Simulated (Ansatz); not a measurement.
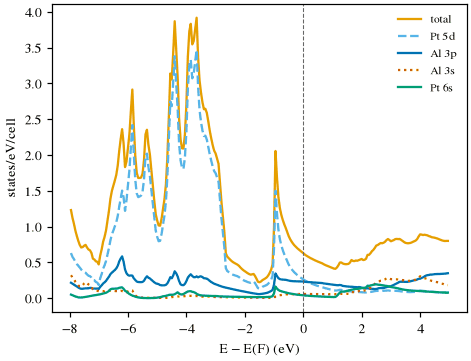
*Total and projected density of states of AlPt (CsCl type, Pm-3m), DFT-r²SCAN in the program Ansatz with PAW potentials*

Question: Which orbitals carry the states next to the Fermi level?

Answer: Within 0.5 eV of the Fermi level: Pt 5d 44 %, Al 3p 35 %, Al 3s 9 %, Pt 6s 6 %, outside the projected shells 6 %. Projections are on Löwdin-orthogonalised atomic valence shells; empty p or d shells of many metals are not among them.

Question: Where is the tallest occupied peak in this window, and what makes it?

Answer: Near -3.6 eV, about 3.9 states/eV per cell; the largest projected share is Pt 5d.

The workflow started from a Materials Project entry (that database holds measured and hypothetical structures alike); the Crystallography Open Database copy checked does not list it. With Al and Pt taken as one species the cell has the higher symmetry Im-3m, so it may be an ordered model of a mixed-site phase. Its standing as an ambient phase is unchecked. The r²SCAN relaxation kept the symmetry of its start; of distortions, only those at the zone centre were tested. The run is not spin-polarised. Scalar-relativistic: spin–orbit coupling is off unless named, which matters more the heavier the elements.

Potentials: the later of the program's two PAW sets.
